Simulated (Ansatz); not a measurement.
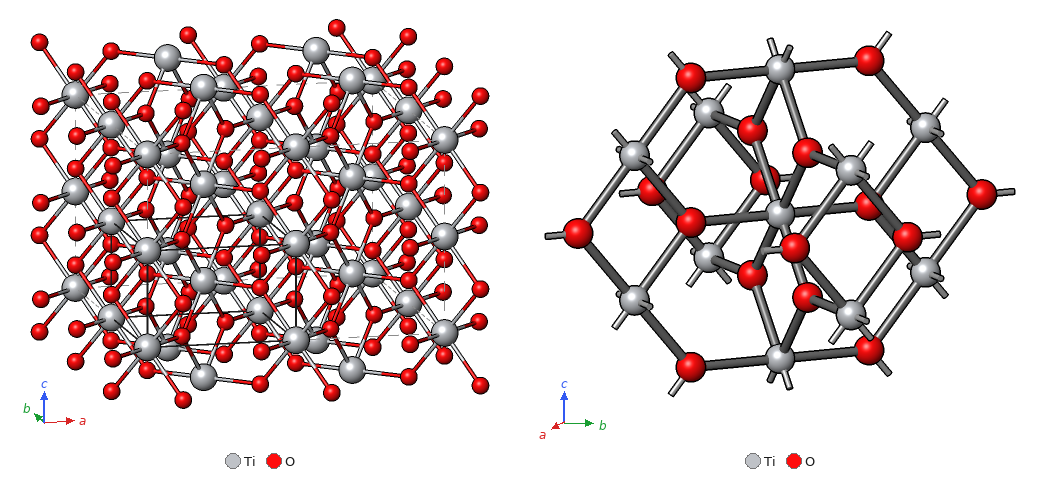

Left: the structure. Right: its underlying net. Nodes are coloured by element. Short stubs are edges that leave the cut-out.

TiO2 (space group P4_2/mnm, No. 136). Coordinates: a calculation's input that goes back to an entry of the Crystallography Open Database (an earlier step may have relaxed or displaced it).

Bonds are taken as O–Ti below 2.2 Å. Atoms with one bond or none are removed and atoms with two bonds are replaced by edges, until no such atom is left.

The result is a binodal (3,6)-connected, three-periodic net: O is a 3-connected node; Ti is a 6-connected node, in the ratio 2:1. It is the rtl net, known from rutile. It is a single net, without interpenetration.

```csv
node,links,point symbol,coordination sequence
O,3,4·6²,3 14 19 62 51 144 99 254 163 400
Ti,6,4²·6¹⁰·8³,6 10 38 34 102 74 198 130 326 202
```
